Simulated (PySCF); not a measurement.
**C₃H₅Cl₃OSi (SMILES C=C(O[SiH3])C(Cl)(Cl)Cl): density, localisation and related maps**

Input file:

```
{"job": {"kind": "nmr", "xc": "PBE0", "basis": "pcSseg-1"}, "charge": 0, "multiplicity": 1}
C     -1.109823    -0.767910    -1.097197
C     -1.023271    -0.123431     0.070296
O      0.105314     0.115072     0.753895
Si     1.685511    -0.266596     0.308381
C     -2.209705     0.456576     0.820261
Cl    -3.748868     0.180014    -0.007945
Cl    -1.960713     2.213856     1.003448
Cl    -2.282201    -0.289615     2.438467
H     -2.071192    -0.915558    -1.582869
H     -0.214419    -1.159798    -1.585397
H      2.016077     0.399776    -0.984806
H      1.826641    -1.744114     0.159245
H      2.528771     0.247484     1.415003
```

Command:

```sh
OMP_NUM_THREADS=1 python probes_run.py task.json out
```

Geometry: PBE0-D3(BJ)/def2-SVP.

Theory: PBE0/pcSseg-1, SCF density, gas phase, non-relativistic in PySCF 2.14.0.

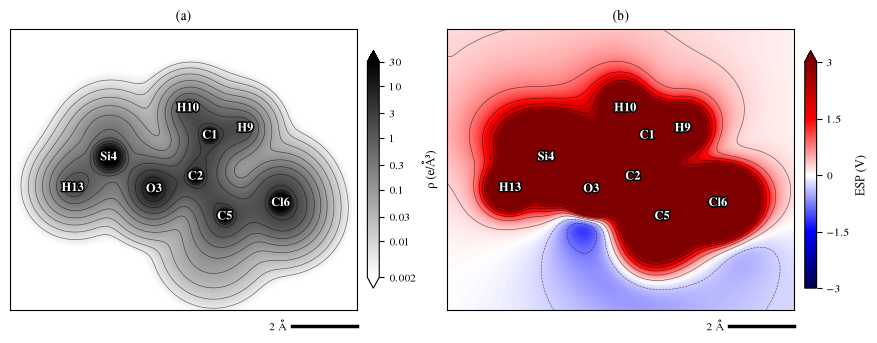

Figure 1. (a) total electron density; (b) electrostatic potential on the plane of atoms C1, C2 and O3.

### Interpret the plot.

- The section cuts through C, O, Si, Cl and H sites.
- C–C (1.34 Å): ρ is about 2.3 e/Å³ halfway.
- C–O (1.34 Å): ρ is about 2.4 e/Å³ halfway.
- Si–O (1.69 Å): the density is about 1 e/Å³ at the midpoint.
- C–Cl (1.77 Å): ρ at the midpoint is about 1.4 e/Å³.
- C–H (1.09 Å): ρ is about 2 e/Å³ halfway.
- Outside the dense part of the molecule the potential is most negative (−1.2 V) near O3.

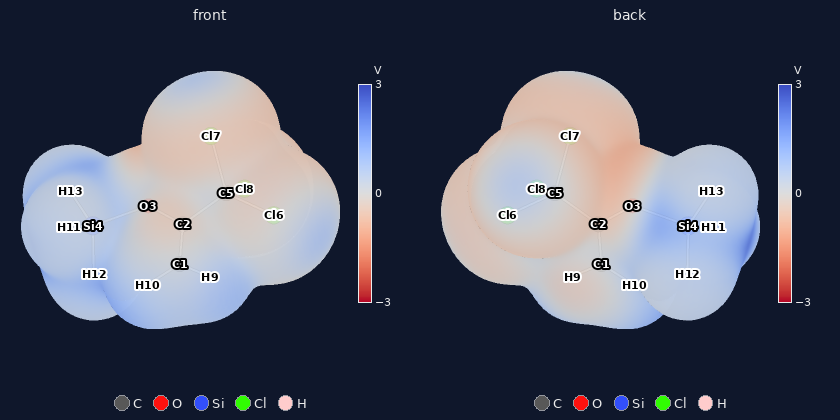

Figure 2. The electrostatic potential painted on the density surface at 0.002 e/bohr³, seen from the front and from behind; red is negative and blue positive.

### Which sites attract a positive test charge, and which a negative one?

A positive charge is drawn to the negative regions and a negative charge to the positive ones. The most negative region (about −1.0 V) lies over O3 and Cl8, the most positive (about +1.9 V) over Si4. Cl6 shows a σ-hole: about +0.8 V at the tip opposite its bond, against about −0.1 V on its flanks. Cl7 shows a σ-hole: about +0.6 V at the tip opposite its bond, against about −0.5 V on its flanks. Cl8 shows a σ-hole: about +0.6 V at the tip opposite its bond, against about −0.5 V on its flanks.

### What dipole moment does the calculation give?

Its dipole moment is 2.79 D.
